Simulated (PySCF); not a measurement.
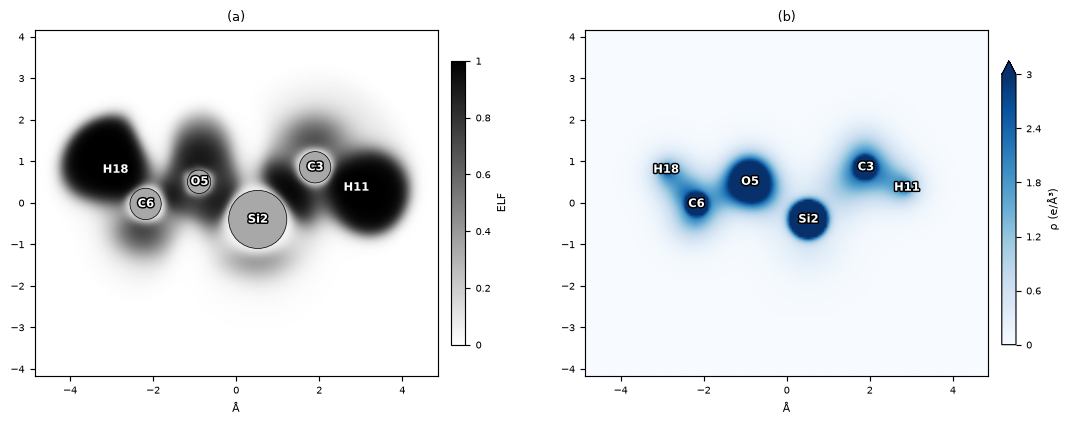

Figure 1: C₄H₁₂OSi (SMILES CO[Si](C)(C)C). (a) ELF; (b) electron density on the plane of atoms Si2, C3 and H11. Grey discs cover the atomic cores in the ELF map.

Geometry: PBE0-D3(BJ)/def2-SVP.

These are results of PySCF 2.14.0, PBE0/pcSseg-1, SCF density, gas phase, non-relativistic, not measurements.

```xyz
18

C    -1.2589   -1.3491   -0.0548
Si   -0.2613    0.2409   -0.1158
C    -1.0501    1.4880   -1.2591
C    -0.0632    0.9404    1.6153
O     1.2504   -0.0627   -0.7791
C     2.1688   -0.9825   -0.2753
H    -2.2811   -1.1544    0.3077
H    -1.3358   -1.8042   -1.0548
H    -0.8056   -2.0908    0.6220
H    -1.1479    1.0762   -2.2754
H    -2.0534    1.7733   -0.9061
H    -0.4365    2.4000   -1.3223
H     0.4194    0.2191    2.2941
H    -1.0424    1.1982    2.0502
H     0.5522    1.8537    1.5993
H     2.4937   -0.7363    0.7540
H     1.7696   -2.0149   -0.2614
H     3.0663   -0.9831   -0.9143
```

**Describe what can be read from this map.**

The section cuts through Si, C, O and H sites.
C–O (1.39 Å): the density is about 2.1 e/Å³ at the midpoint, with its minimum of 1.8 e/Å³ about 0.5 Å from C; the ELF peaks at about 0.90 between the atoms; a polar covalent bond.
Si–O (1.68 Å): the density is about 1 e/Å³ at the midpoint; the ELF peaks at about 0.85 between the atoms; a polar covalent bond.
C–Si (1.87 Å): ρ at the midpoint is about 0.98 e/Å³; the ELF peaks at about 0.95 between the atoms: a shared electron pair.
C–H (1.10 Å): the density is about 1.9 e/Å³ at the midpoint; the ELF climbs to about 1 towards the hydrogen, as it does in any bond to H: a covalent bond by its length.
The ELF also peaks beside O5, away from the bonds: lone-pair regions.
